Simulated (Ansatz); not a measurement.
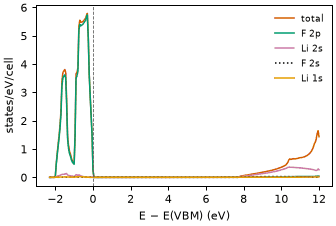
Fig. 1. Total and projected density of states of LiF (zinc blende, space group No. 216), plane-wave PAW PBEsol (Ansatz code)

### Question
Which orbitals carry the states next to the gap?

### Answer
Top 1 eV of the valence band: F 2p 98 %. Bottom 1 eV of the conduction band: Li 2s 68 %, F 2s 19 %, Li 1s 7 %. Projections are on Löwdin-orthogonalised atomic valence shells; empty p or d shells of many metals are not among them.

### Question
Where is the tallest occupied peak in this window, and what makes it?

### Answer
Near -0.3 eV, about 5.8 states/eV per cell; the largest projected share is F 2p.

Space group F-43m (zinc blende). The start of the workflow was typed in or built on a structure type; neither database checked (COD, Materials Project) lists it. It is not the phase usual at ambient conditions (space group No. 225). The cell was relaxed with PBEsol under the symmetry of its start; its stability against distortions is not shown here.

Potentials: the earlier of the program's two PAW sets. The files were generated under PBE; for other functionals the program regenerates the frozen cores, and for LDA and PBEsol the local potential too.
